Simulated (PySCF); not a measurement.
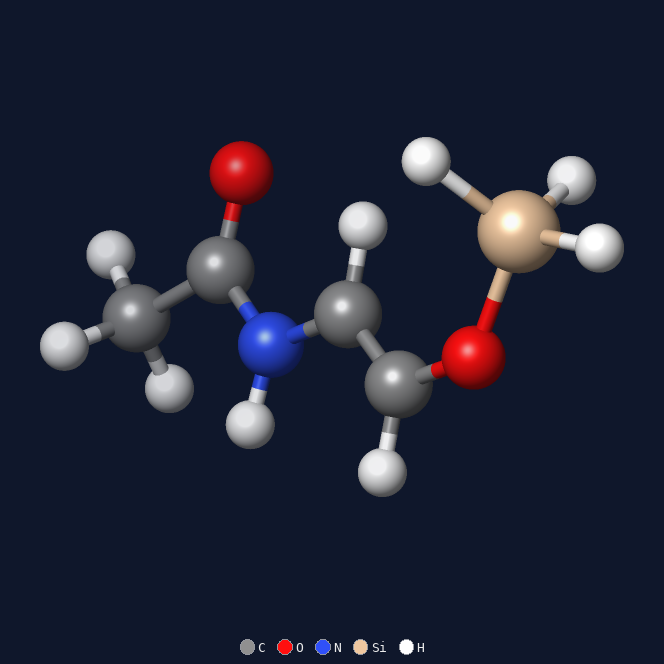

The geometry was computed by an optimisation with PBE0-D3(BJ)/def2-SVP. No frequency run is at hand to confirm it as a minimum.

Give the structural formula.

SMILES: CC(=O)N/C=C/O[SiH3]

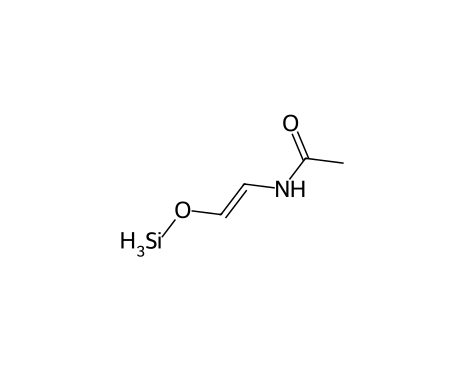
